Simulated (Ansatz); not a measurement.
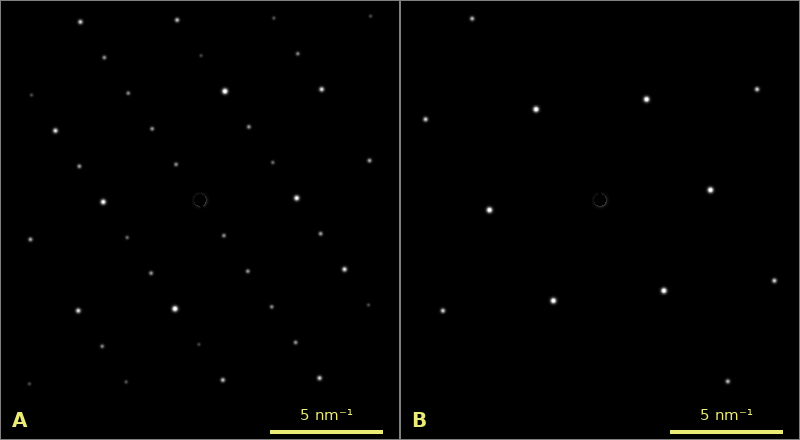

Kinematic electron diffraction patterns (200 kV, B = 0.5 Å², same scale, each along a low-index zone) of two structures of composition BeRe, each relaxed at zero pressure with DFT PBE, scalar-relativistic, plane waves, PAW in Ansatz.

The structures (standard cells):
1. Cm (No. 8), a = 10.830 Å, b = 3.122 Å, c = 5.634 Å, β = 106.95°, 16 atoms; generated start, possibly hypothetical
2. Pm-3m (No. 221), a = 2.832 Å, 2 atoms; generated start, possibly hypothetical

Which pattern belongs to which structure, and along which zone?

Answer. A is structure 1 along [011] or an equivalent direction: oblique net of 2 0 0 at d = 5.18 Å and 1 1 -1 at d = 2.71 Å, 83.4° apart (some points of this net are extinct or too weak to see). B is structure 2 along [111] or an equivalent direction: hexagonal net of -1 1 0 at d = 2.00 Å and -1 0 1 at d = 2.00 Å, 60.0° apart.

Rank the structures by their computed energy.

Answer. Structure 1 (Cm, 11.39 Å³ an atom) is the lowest of these; structure 2 (Pm-3m, 11.36 Å³ an atom) lies about 170 meV an atom higher. These are static energies at 0 K; other structures, not shown, may lie lower still.
